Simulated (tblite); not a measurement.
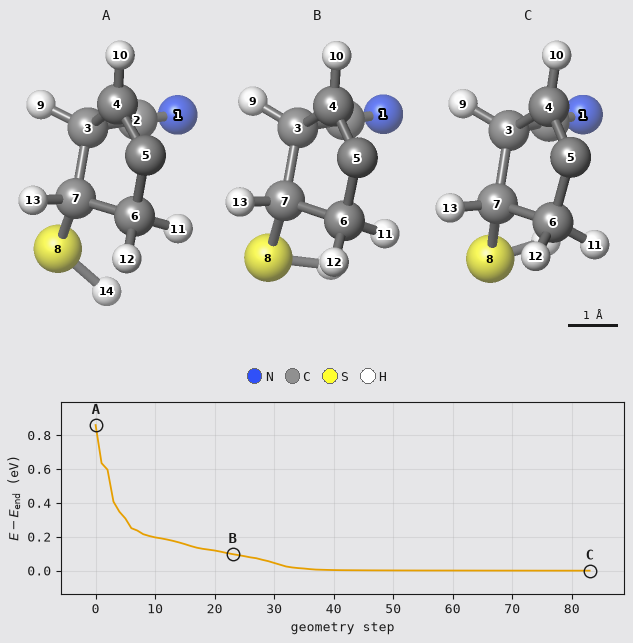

Frames of a relaxation of C6H6NS (multiplicity 2), marked on the history of the run. A ball-and-stick model, seen from a free direction.

Level of theory: GFN2-xTB geometry optimisation, gas phase (tblite). 

### Describe the path.

The largest move after the best rigid fit is that of H14, 1.09 Å. Largest moves by element: H 1.09 Å, N 0.41 Å, S 0.30 Å, C 0.28 Å. Near-neighbour distances that change, for instance: C6–C7 1.491 → 1.557 Å, C3–C4 1.484 → 1.545 Å, C3–C7 1.495 → 1.553 Å, S8–H14 1.389 → 1.333 Å. Among the angles between lasting bonds that change: C7–S8–H14 117.2° → 96.8°, C5–C4–H10 120.1° → 130.0°, C3–C4–H10 130.7° → 121.0°. Groups turn about C7–S8 by about 55°. Over 83 geometry steps the energy falls by 0.861 eV. From step 0 to 23: H14 moves most (0.61 Å), energy −0.763 eV. From step 23 to 83: H14 moves most (0.58 Å), energy −0.098 eV.
